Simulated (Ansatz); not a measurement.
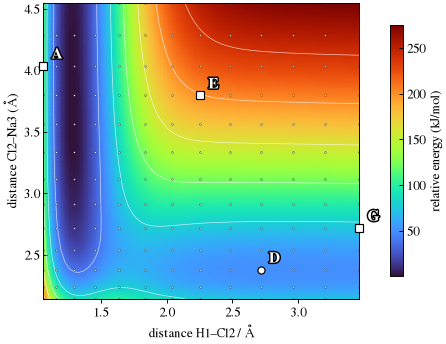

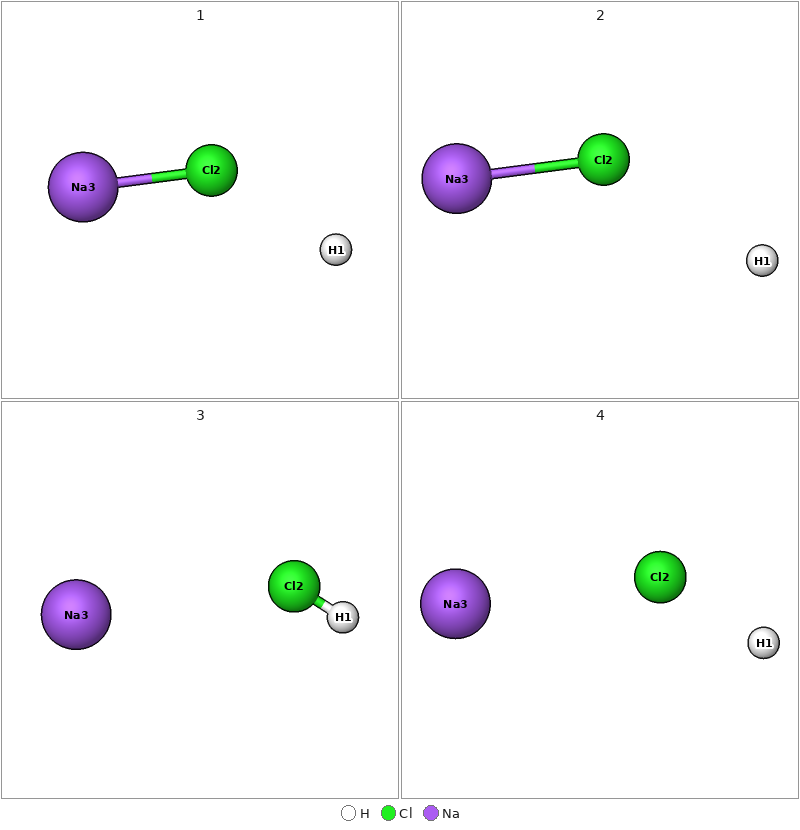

The system H + ClNa, spin multiplicity 2. 
- First axis: distance H1–Cl2. Second axis: distance Cl2–Na3.
- Nothing is relaxed (the angle H1–Cl2–Na3 is fixed at 140 degrees).
- Grid: 13 × 13 points.
- Points are written as (first, second).
- Energies are in kJ/mol, from the lowest grid point.
- These are results of UKS PBE0-D4/aug-cc-pVTZ in Ansatz 0.2.0, not measurements.

In the figure: a smooth colour map with a few white contour lines, dots at the grid points, lettered points. Between grid points the surface is interpolated. The numbered pictures are the structures at these points, in random order.

**Which structure belongs to which point?**

A is structure 3: (1.064 Å, 4.038 Å), 113 kJ/mol; D is structure 1: (2.715 Å, 2.378 Å), 50 kJ/mol; E is structure 4: (2.255 Å, 3.795 Å), 199 kJ/mol; G is structure 2: (3.464 Å, 2.719 Å), 74 kJ/mol.
